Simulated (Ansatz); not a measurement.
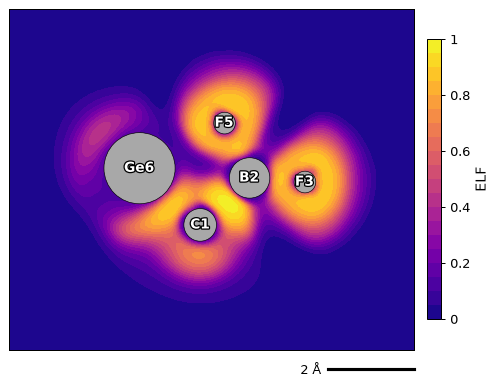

Figure 1: CH3BF3Ge (charge +1). Electron localisation function on the plane of atoms B2, C1 and Ge6. Grey discs cover the atomic cores.

Geometry: r2SCAN-D4/def2-SVP.

All numbers below come from isolated molecule in a Gaussian basis; Kohn-Sham density functional theory, functional PBE0 in Ansatz.

```xyz
9

C     0.6113    0.3580   -0.5554
B    -0.1590    0.4797    0.8118
F    -1.2501   -0.0429    1.2346
F     1.6381    3.1923   -0.3933
F     0.5530    1.3243    1.6595
Ge    1.9907    1.5745   -0.0172
H     0.9652   -0.6621   -0.7823
H     0.0414    0.7374   -1.4216
H     3.3384    1.4311    0.6710
```

### Read the bonding off the picture.

- The section cuts through C, B, F and Ge sites.
- B–F (1.28 Å): the ELF peaks at about 0.85 between the atoms; a polar covalent bond.
- C–B (1.57 Å): the ELF peaks at about 1 between the atoms (localised, covalent bonding).
- C–Ge (1.92 Å): the ELF peaks at about 0.90 between the atoms, as expected for a shared electron pair.
- B–F (1.39 Å): the ELF peaks at about 0.85 between the atoms, as expected for a shared but strongly polarised pair.
- The ELF also peaks beside F3 and F5, away from the bonds: lone-pair regions.
